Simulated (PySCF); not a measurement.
**difluorophosphane (PHF2): geometry, spin-spin couplings**

Wanted: the spin-spin couplings of difluorophosphane (PHF2) (`FPF`), by calculation.

Computed with PySCF 2.14.0, with density-fitted response routines of our own, on a single molecule in the gas phase. Atoms count from 0, in the outputs and in this text.

### Step 1. The starting structure

4 atoms, charge 0, multiplicity 1; geometry from: GFN2-xTB.

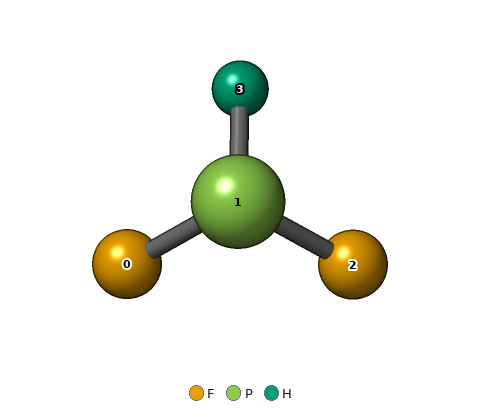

As it starts; fluorine amber, phosphorus green, hydrogen teal, atoms numbered.

### Step 2. Optimising the geometry at PBE0-D3(BJ)/def2-SVP

What the job is given:

```
{"job": {"xc": "PBE0", "basis": "def2-SVP", "d3": "d3bj", "grid": 1, "kind": "geom"}, "charge": 0, "multiplicity": 1}
F     -1.148061    -0.707186    -0.206820
P     -0.002017     0.075887     0.621805
F      1.226903    -0.570246    -0.205903
H     -0.066592     1.206318    -0.231936
```

Launch:

```sh
> OMP_NUM_THREADS=1 python probes_run.py task.json out
```

One launch serves the whole session: the jobs run in the order shown.

**Question.** This job is followed by: B3LYP/cc-pVTZ indirect spin-spin coupling, non-relativistic, gas phase; B3LYP/6-31G* indirect spin-spin coupling, non-relativistic, gas phase. What will the session give for the following? point group; rotational constants (main isotopes); largest coupling of the table (B3LYP/cc-pVTZ); range of J(F0,P1), mean over like pairs.

The runs gave:

| quantity | value |
| --- | --- |
| point group | Cs |
| rotational constants (main isotopes) | 23.90, 8.54, 6.61 GHz |
| largest coupling of the table (B3LYP/cc-pVTZ) | 1J(F,P) F0–P1, -1134.3 Hz |
| range of J(F0,P1), mean over like pairs | -1134.3 to -928.7 Hz |

In words: Over 6 steps the energy fell by 0.059 eV; of the close pairs, P1–H3 changed most, 1.418 to 1.442 Å. Of the pairs tabulated at B3LYP/cc-pVTZ, F0–P1 (mean over like pairs) couples most strongly (-1134.3 Hz; Fermi contact -996.6 Hz). Density functionals describe couplings to fluorine poorly, F–F couplings above all, so those rows are rough. The coupling F0–P1, as a mean over pairs of its kind, runs from -1134.3 Hz (B3LYP/cc-pVTZ) to -928.7 Hz (B3LYP/6-31G*). Couplings from bases without tight functions are rough.
